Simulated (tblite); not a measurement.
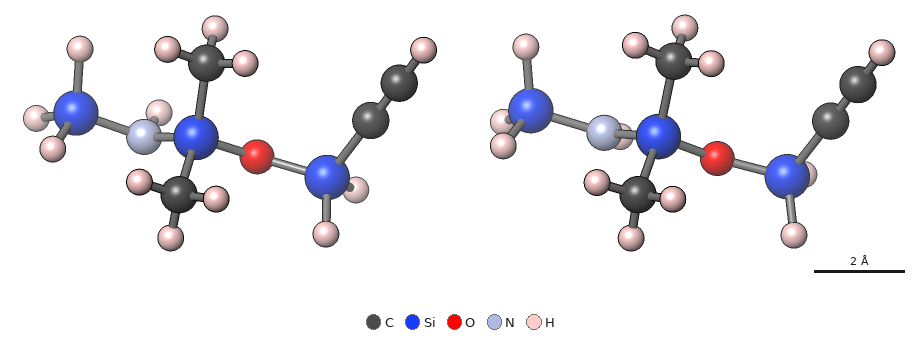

Two geometries of C4H13NOSi3, drawn at one scale. One is the start of a relaxation, the other its converged end. The picture is a ball-and-stick view, seen face on.

Theory: tblite 0.8.0, GFN2-xTB geometry optimisation, gas phase. 

> Which geometry has the lower energy?

The right one is the relaxed one. Over 95 geometry steps the energy falls by 41.5 kJ/mol. The largest move after the best rigid fit is that of an H atom, 0.53 Å. Largest moves by element: H 0.53 Å, C 0.23 Å, Si 0.21 Å, O 0.19 Å, N 0.17 Å. Among the contacts that change: O–Si 1.665 → 1.619 Å, N–Si 1.692 → 1.734 Å, O–Si 1.677 → 1.634 Å, C–Si 1.858 → 1.899 Å. Bond angles that change, for instance: Si–N–Si 115.3° → 128.2°, Si–O–Si 138.6° → 149.2°, H–Si–H 107.8° → 115.1°. The run took 1.9 s on 1 thread of Arm Neoverse N1, on a shared host.
